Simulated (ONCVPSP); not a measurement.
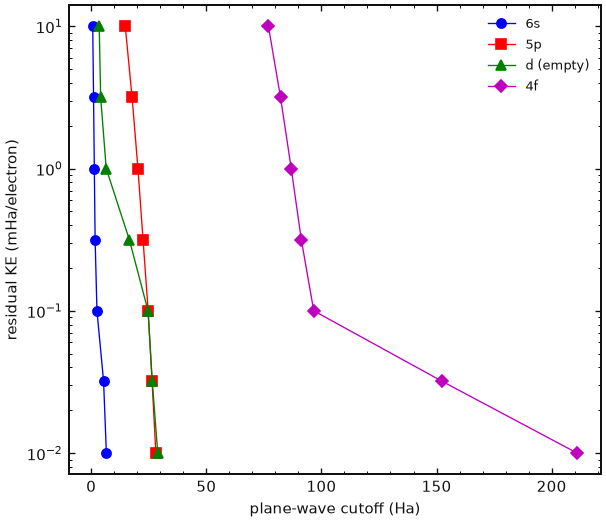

Figure 1. Residual kinetic energy of the pseudo-waves (the first of each channel, and further valence shells) beyond the plane-wave cutoff, as the generator prints it.

- Cutoffs for the occupied states: 87 Ha for 1 mHa and 97 Ha for 0.1 mHa per electron. The first is set by 4f.
- Cutoffs for 1 mHa per electron: 4f: 87 Ha; 5p: 20 Ha; d (empty): 6.5 Ha; 6s: 1.4 Ha.
- Hardest wave at 1 mHa per electron: 4f, with rc = 1.25 bohr and qcut = 13.9 1/bohr. The optimisation minimises, but can't always remove, the kinetic energy above qcut²/2 = 96.6 Ha, and a larger rc would as a rule soften the wave at some cost in transferability. The potential isn't sound: its ghost test gives GHOST(-) flagged for s at -198.5 eV, p at -130.6 eV; GHOST(+) flagged for s at 105.3 eV, s at 242.3 eV, d at 47.9 eV.

# Pseudopotential generation for Eu

- system: europium (Eu, Z = 63), core [Kr] 4d10 5s2, reference valence 4f7 5p6 6s2, valence charge 15.
- method: ONCV potential, PBE, non-relativistic, made with ONCVPSP 4.0.1

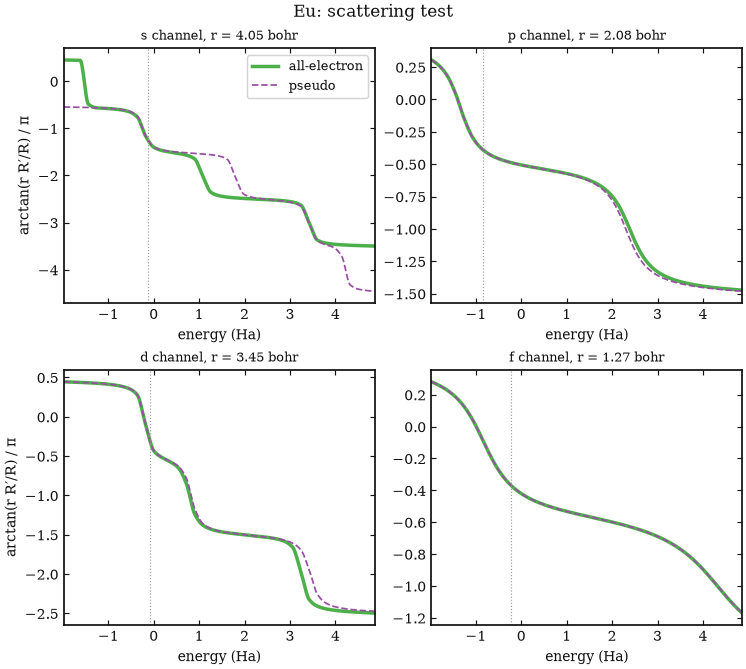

Figure 2. Unwrapped phase arctan(r R′/R) in units of π against energy, all-electron (solid) and pseudo (dashed); the pseudo phase is matched to the all-electron one at the reference energy. Here R(r) is the radial function. A near-vertical step is a level narrower than the spacing of the points behind the curves. The dotted line marks the reference energy of the channel.

- Ghost states: Going away from the reference energies, the phases part by more than π/2 in: s at about 1.1 Ha (above its reference energy, pseudo phase higher); s at about -1.5 Ha (below its reference energy, pseudo phase lower, at the 5s core level, which only the all-electron atom has). Such a step is either a state that only one of the two atoms has or an ordinary level shifted in energy. The separate test gives: GHOST(-) flagged for s at -198.5 eV, p at -130.6 eV; GHOST(+) flagged for s at 105.3 eV, s at 242.3 eV, d at 47.9 eV. The bound ghosts lie below the range of the plot.
- Range over which the phases agree within 0.05 rad: s: between about -1.4 and 0.3 Ha; p: up to about 1.8 Ha; d: up to about 0.5 Ha; f: over the whole range drawn.

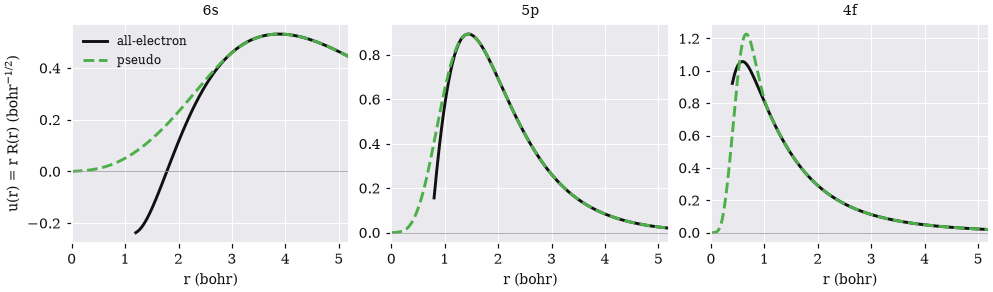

Figure 3. All-electron valence functions (solid) with their pseudo partners (dashed). The innermost oscillations of some all-electron curves aren't drawn. Reference configuration 4f7 5p6 6s2.

- Matching radii: 6s at 4.00 bohr; 5p at 2.05 bohr; 4f at 1.25 bohr. The curves merge smoothly, so the plot gives these only roughly.
- Nodes of the pseudo-waves: 6s has no node; 5p has no node; 4f has no node.
- Cutoffs needed: 87 Ha (loose) and 97 Ha (tight), as the cutoffs at which the residual kinetic energy of the hardest occupied pseudo-wave falls to 1 and 0.1 mHa per electron.

These pictures come from the run below.

### Input
```
# ATOM AND REFERENCE CONFIGURATION
# atsym  z   nc   nv     iexc    psfile
  Eu 63.00   10    3        4      upf
#
#   n    l    f
    1    0    2.00
    2    0    2.00
    2    1    6.00
    3    0    2.00
    3    1    6.00
    3    2   10.00
    4    0    2.00
    4    1    6.00
    4    2   10.00
    5    0    2.00
    4    3    7.00
    5    1    6.00
    6    0    2.00
#
# PSEUDOPOTENTIAL AND OPTIMIZATION
# lmax
    3
#
#   l,   rc,      ep,       ncon, nbas, qcut
    0    4.00    0.00    4    7    1.80
    1    2.05    0.00    5   10    8.30
    2    3.40    0.13    4    9    2.90
    3    1.25    0.00    5    9   13.90
#
# LOCAL POTENTIAL
# lloc, lpopt,  rc(5),   dvloc0
    4    5    0.90    0.00
#
# VANDERBILT-KLEINMAN-BYLANDER PROJECTORs
# l, nproj, debl
    0    3    3.60
    1    1    0.90
    2    2    2.30
    3    2    1.10
#
# MODEL CORE CHARGE
# icmod, fcfact, rcfact
    0    0.00    0.00
#
# LOG DERIVATIVE ANALYSIS
# epsh1, epsh2, depsh
   -2.00    5.00    0.02
#
# OUTPUT GRID
# rlmax, drl
    6.00    0.01
#
# TEST CONFIGURATIONS
# ncnf
    4
# nvcnf
#   n    l    f
    3
    4    3    7.00
    5    1    6.00
    6    0    1.00
#
    3
    4    3    7.00
    5    1    6.00
    6    0    0.00
#
    3
    4    3    6.00
    5    1    6.00
    6    0    0.00
#
    4
    4    3    7.00
    5    1    6.00
    6    0    0.00
    6    1    1.00
#
```

The log's header says scalar-relativistic, as this program prints it for non-relativistic runs too.

Run as:
```bash
oncvpspnr.x < Eu.dat > Eu.out
```

### The program's output (extracts)
```
ONCVPSP  (Optimized Norm-Conservinng Vanderbilt PSeudopotential)
scalar-relativistic version 4.0.1

#   n    l    f        energy (Ha)
    1    0    2.00    -1.6737929E+03
    2    0    2.00    -2.6538758E+02
    2    1    6.00    -2.5225486E+02
    3    0    2.00    -5.8119586E+01
    3    1    6.00    -5.2302455E+01
    3    2   10.00    -4.1466859E+01
    4    0    2.00    -1.1301962E+01
    4    1    6.00    -9.0456397E+00
    4    2   10.00    -5.0365847E+00
    5    0    2.00    -1.4408207E+00
    4    3    7.00    -2.2461441E-01
    5    1    6.00    -8.4987943E-01
    6    0    2.00    -1.2516742E-01

Reference configufation results
  iterations    33
  all-electron total energy (Ha)   -1.04261331D+04

Begin loop to  construct optimized pseudo wave functions
and semi-local pseudopoentials for all angular momenta

   Wellstate for l =  0  n = 11
     eigenvalue =   3.4748
     asymptotic potential =   3.9748
     half-point radius =  6.9840

   Wellstate for l =  0  n = 13
     eigenvalue =   7.0748
     asymptotic potential =   7.5748
     half-point radius =  6.3705

Calculating optimized projector #   1

 for l=   0

    Fraction of norm inside rc  0.410089
    Optimizing pswf for qcut=   1.80 a_B^-1,  ecut=   1.62 Ha
    Residual kinetic energy error=  2.55D-04 Ha

    Energy error per electron        Cutoff
         Ha          eV             Ha
         0.01000     0.27211        0.66
         0.00100     0.02721        1.36
         0.00010     0.00272        2.50
         0.00001     0.00027        6.58

Calculating optimized projector #   2

 for l=   0

    Fraction of norm inside rc  0.162241
    Optimizing pswf for qcut=   1.80 a_B^-1,  ecut=   1.62 Ha
    Residual kinetic energy error=  6.43D-01 Ha

    Energy error per electron        Cutoff
         Ha          eV             Ha
         0.01000     0.27211       10.35
         0.00100     0.02721       12.13
         0.00010     0.00272       17.93
         0.00001     0.00027       27.76

Calculating optimized projector #   3

 for l=   0

    Fraction of norm inside rc  0.143587
    Optimizing pswf for qcut=   1.80 a_B^-1,  ecut=   1.62 Ha
    Residual kinetic energy error=  1.43D+00 Ha

    Energy error per electron        Cutoff
         Ha          eV             Ha
         0.01000     0.27211       14.55
         0.00100     0.02721       18.17
         0.00010     0.00272       27.46
         0.00001     0.00027       43.85

Calculating optimized projector #   1

 for l=   1

    Fraction of norm inside rc  0.773829
    Optimizing pswf for qcut=   8.30 a_B^-1,  ecut=  34.42 Ha
    Residual kinetic energy error=  3.85D-08 Ha

    Energy error per electron        Cutoff
         Ha          eV             Ha
         0.01000     0.27211       14.79
         0.00100     0.02721       20.30
         0.00010     0.00272       24.74
         0.00001     0.00027       28.09

WARNING wellstate: localized bound state found for n= 5 l= 2
WARNING this state with energy -0.08080184
WARNING will be used for the first projector

   Wellstate for l =  2  n =  8
     eigenvalue =   2.2192
     asymptotic potential =   2.7192
     half-point radius =  5.4838

Calculating optimized projector #   1

 for l=   2

    Fraction of norm inside rc  0.658077
    Optimizing pswf for qcut=   2.90 a_B^-1,  ecut=   4.22 Ha
    Residual kinetic energy error=  2.36D-03 Ha

    Energy error per electron        Cutoff
         Ha          eV             Ha
         0.01000     0.27211        3.48
         0.00100     0.02721        6.52
         0.00010     0.00272       24.68
         0.00001     0.00027       28.92

Calculating optimized projector #   2

 for l=   2

    Fraction of norm inside rc  0.239339
    Optimizing pswf for qcut=   2.90 a_B^-1,  ecut=   4.22 Ha
    Residual kinetic energy error=  1.74D-01 Ha

    Energy error per electron        Cutoff
         Ha          eV             Ha
         0.01000     0.27211        9.47
         0.00100     0.02721       30.94
         0.00010     0.00272       35.34
         0.00001     0.00027       46.63

   Wellstate for l =  3  n =  5
     eigenvalue =   0.8754
     asymptotic potential =   1.3754
     half-point radius =  3.7745

Calculating optimized projector #   1

 for l=   3

    Fraction of norm inside rc  0.805425
    Optimizing pswf for qcut=  13.90 a_B^-1,  ecut=  96.60 Ha
    Residual kinetic energy error=  8.81D-05 Ha

    Energy error per electron        Cutoff
         Ha          eV             Ha
         0.01000     0.27211       76.98
         0.00100     0.02721       86.89
         0.00010     0.00272       96.68
         0.00001     0.00027      211.13

Calculating optimized projector #   2

 for l=   3

    Fraction of norm inside rc  0.061667
    Optimizing pswf for qcut=  13.90 a_B^-1,  ecut=  96.60 Ha
    Residual kinetic energy error=  2.78D-05 Ha

    Energy error per electron        Cutoff
         Ha          eV             Ha
         0.01000     0.27211       68.19
         0.00100     0.02721       81.50
         0.00010     0.00272       91.59
         0.00001     0.00027      116.43

Construct Vanderbilt / Kleinmman-Bylander projectors

B matrix Hermiticity error, ll=   0
   1   2   -2.9081E-07
   1   3    8.8937E-07
   2   3   -3.9062E-07

  Orthonormal projector coefficients  2.2844E+01  7.9513E+00  4.1259E-01

B matrix Hermiticity error, ll=   2
   1   2    8.7876E-08

  Orthonormal projector coefficients  6.1224E+00 -1.3490E+00

B matrix Hermiticity error, ll=   3
   1   2    4.0885E-09

  Orthonormal projector coefficients -1.4469E+01 -5.2823E+00

Pseudoatom total energy  -71.242995

Diagnostic tests using Vanderbilt-Kleinman-Bylander pseudopotentials
  1 or more projectors used as specified by nproj input data

   l    rcore       rmatch      e in        delta e   norm test  slope test

   0   4.0012633   4.1227504  -0.1251674   0.0000000   1.0000000   1.0000001
run_diag: lschvkbbe ERROR   2   3   0  60  3.47483257E+00  3.07734932E+00
   0   4.0012633   4.1227504   3.4748326  -0.3974833   0.7470555   0.5627889
run_diag: lschvkbbe ERROR   3   4   0  60  7.07483257E+00  6.31734932E+00
   0   4.0012633   4.1227504   7.0748326  -0.7574833   1.2169219   1.7992393

   1   2.0597821   2.1223215  -0.8498794   0.0000000   1.0000000   1.0000000

   2   3.4044868   3.5078544  -0.0808018  -0.0000006   0.9999991   0.9999911
   2   3.4044868   3.5078544   2.2191982   0.0000005   0.9999996   0.9999996

   3   1.2536863   1.2917509  -0.2246144  -0.0000000   1.0000003   1.0000003
   3   1.2536863   1.2917509   0.8753856  -0.0000001   1.0000000   1.0000000

 Testing for bound ghosts
   n   l    E NL Schr. Eq   E Basis Diag.   E Cutoff

       0                       -7.294517     16.29  WARNING - GHOST(-)
   1   0       -0.125167       -0.124777     16.29

       1                       -4.798860     93.24  WARNING - GHOST(-)
   2   1       -0.849879       -0.849833     93.24

   3   2       -0.080802       -0.080130     38.22

   4   3       -0.224614       -0.221500    314.13

 Testing for highly-localized positive-energy ghosts
       l    <radius>/rc     E Basis Diag.   E Cutoff

       0        0.627885        3.869709     16.29  WARNING - GHOST(+)

       0        0.698272        8.904868     16.29  WARNING - GHOST(+)

       2        0.580237        1.761211     38.22  WARNING - GHOST(+)

Test configuration 0

   n   l     f        eae           eps        diff
   1   0  2.0000-1673.79289493
   2   0  2.0000 -265.38758450
   2   1  6.0000 -252.25485839
   3   0  2.0000  -58.11958602
   3   1  6.0000  -52.30245480
   3   2 10.0000  -41.46685909
   4   0  2.0000  -11.30196237
   4   1  6.0000   -9.04563973
   4   2 10.0000   -5.03658472
   5   0  2.0000   -1.44082070
   4   3  7.0000   -0.22461441   -0.22461443   -1.96D-08
   5   1  6.0000   -0.84987943   -0.84987943    0.00D+00
   6   0  2.0000   -0.12516742   -0.12516742    0.00D+00

    Total energies and differences
      AE_ref= -1.04261331D+04  AE_tst= -1.04261331D+04  dif=  0.00D+00
      PS_ref= -7.12429949D+01  PS_tst= -7.12429949D+01  dif=  2.84D-14
      PSP excitation error= -2.84D-14

Test configuration 1

   n   l     f        eae           eps        diff
   1   0  2.0000-1674.01425558
   2   0  2.0000 -265.60828167
   2   1  6.0000 -252.47565538
   3   0  2.0000  -58.33959181
   3   1  6.0000  -52.52249154
   3   2 10.0000  -41.68697591
   4   0  2.0000  -11.52224278
   4   1  6.0000   -9.26595470
   4   2 10.0000   -5.25696510
   5   0  2.0000   -1.66135817
   4   3  7.0000   -0.44484950   -0.44341527    1.43D-03
   5   1  6.0000   -1.06953108   -1.06981415   -2.83D-04
   6   0  1.0000   -0.29486586   -0.29513198   -2.66D-04

    Total energies and differences
      AE_ref= -1.04261331D+04  AE_tst= -1.04259249D+04  dif=  2.08D-01
      PS_ref= -7.12429949D+01  PS_tst= -7.10344614D+01  dif=  2.09D-01
      PSP excitation error= -2.50D-04

Test configuration 2

   n   l     f        eae           eps        diff
   1   0  2.0000-1674.27551851
   2   0  2.0000 -265.86832986
   2   1  6.0000 -252.73588018
   3   0  2.0000  -58.59838821
   3   1  6.0000  -52.78134385
   3   2 10.0000  -41.94597460
   4   0  2.0000  -11.78152426
   4   1  6.0000   -9.52529510
   4   2 10.0000   -5.51641528
   5   0  2.0000   -1.92042942
   4   3  7.0000   -0.70388141   -0.69368693    1.02D-02
   5   1  6.0000   -1.32640154   -1.32144666    4.95D-03

    Total energies and differences
      AE_ref= -1.04261331D+04  AE_tst= -1.04255365D+04  dif=  5.97D-01
      PS_ref= -7.12429949D+01  PS_tst= -7.06474347D+01  dif=  5.96D-01
      PSP excitation error=  1.07D-03

Test configuration 3

psatom: WARNING lschvkbb convergence error n,l,iter=   2   1  45
ea(ii),et,emin,emax -1.639207E+00 -1.664431E+00 -1.664431E+00 -1.664431E+00
run_config: WARNING for fully non-local PS atom, stg. 1
 WARNING no output for configuration 4

Test configuration 4

psatom: WARNING lschvkbb convergence error n,l,iter=   3   1   2
ea(ii),et,emin,emax -3.545732E-01 -3.900305E-01 -3.900305E-01 -3.900305E-01
run_config: WARNING for fully non-local PS atom, stg. 2
 WARNING no output for configuration 5
```

### Key numbers

- outcome: generated, with a ghost state
- cutoffs needed: 87 Ha and 97 Ha (the cutoffs at which the residual kinetic energy of the hardest occupied pseudo-wave falls to 1 and 0.1 mHa per electron)
- ghost test: GHOST(-) flagged for s at -198.5 eV, p at -130.6 eV; GHOST(+) flagged for s at 105.3 eV, s at 242.3 eV, d at 47.9 eV
- configuration tests: 2 of 4 tests not solved
- largest excitation error among the tests solved: +29 meV (all-electron minus pseudo) for 4f7 5p6 6s0
- range over which the phases arctan(r R′/R) at the test radius agree within 0.05 rad (a looser test near the poles than one of phase shifts): s: between about -1.4 and 0.3 Ha; p: up to about 1.8 Ha; d: up to about 0.5 Ha; f: over the whole range computed
- hardware: 1 CPU thread, shared host
- wall time: 7 s

### Notes

The potential has a bound ghost state, so it can't be used as it stands. Warnings of the program, in the generation or the tests: wellstate: localized bound state found for n= 5 l= 2; psatom: WARNING lschvkbb convergence error n,l,iter= 2 1 45.
